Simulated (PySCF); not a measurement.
## Electronic structure of C₅H₁₁NSi (SMILES C/N=C/C1C[SiH2]C1) in real space

Input file:

```
{"job": {"kind": "nmr", "xc": "PBE0", "basis": "pcSseg-1"}, "charge": 0, "multiplicity": 1}
C      2.539511    -0.500042    -0.749501
N      1.246807     0.064869    -0.494757
C      0.310972    -0.693549    -0.114366
C     -1.082865    -0.205857     0.132348
C     -2.124615    -0.752582    -0.900851
Si    -3.006055     0.918789    -0.721977
C     -1.309363     1.321526     0.006063
H      2.597636    -1.594730    -0.580706
H      2.835537    -0.289785    -1.790490
H      3.290877    -0.006606    -0.111260
H      0.465637    -1.787762     0.020055
H     -1.388370    -0.549799     1.136984
H     -1.664202    -0.847054    -1.898286
H     -2.614977    -1.702272    -0.646387
H     -3.491120     1.624578    -1.948779
H     -4.113663     0.898170     0.284160
H     -0.613708     1.728473    -0.744771
H     -1.194932     1.901431     0.931605
```

Run with:

```sh
OMP_NUM_THREADS=1 python probes_run.py task.json out
```

Geometry: PBE0-D3(BJ)/def2-SVP.

All numbers below come from PySCF, PBE0/pcSseg-1, SCF density, gas phase, non-relativistic.

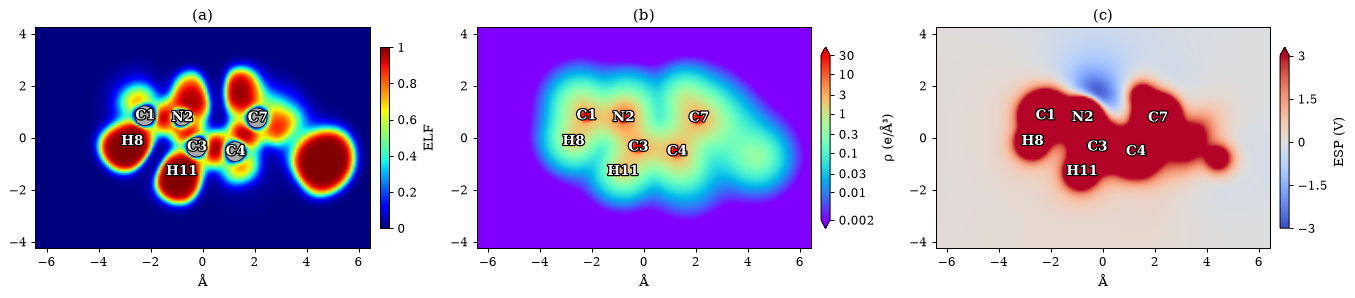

Figure 1. (a) ELF; (b) electron density; (c) molecular electrostatic potential on the plane of atoms C1, N2 and C3. Grey discs cover the atomic cores in the ELF map.

> Read the bonding off the picture.

The plane passes through C, N and H nuclei.
C–N (1.26 Å): the density is about 2.8 e/Å³ at the midpoint; the ELF peaks at about 0.90 between the atoms: a multiple bond.
C–C (1.50 Å): ρ at the midpoint is about 1.7 e/Å³; the ELF peaks at about 0.95 between the atoms, as expected for a shared electron pair.
C–H (1.11 Å): ρ at the midpoint is about 1.9 e/Å³; the ELF climbs to about 1 towards the hydrogen, as it does in any bond to H: a covalent bond by its length.
C–N (1.43 Å): ρ at the midpoint is about 2 e/Å³; the ELF peaks at about 0.95 between the atoms (a shared electron pair).
C–C (1.55 Å): ρ is about 1.6 e/Å³ halfway; the ELF peaks at about 0.95 between the atoms (a covalent bond).
The ELF also peaks beside N2, away from the bonds: lone-pair regions.
Outside the dense part of the molecule the potential is most negative (−2.7 V) near N2.

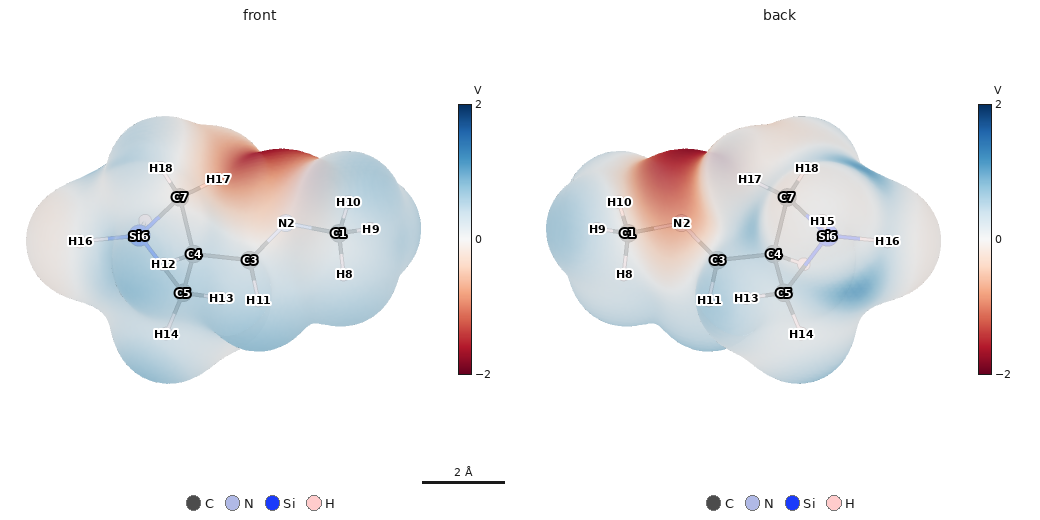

Figure 2. The electrostatic potential painted on the density surface at 0.002 e/bohr³, seen from the front and from behind; red is negative and blue positive.

> Which sites attract a positive test charge, and which a negative one?

A positive charge is drawn to the negative regions and a negative charge to the positive ones. The most negative region (about −1.7 V) lies over N2, the most positive (about +1.0 V) over Si6. N2 is the likeliest acceptor of a hydrogen bond.
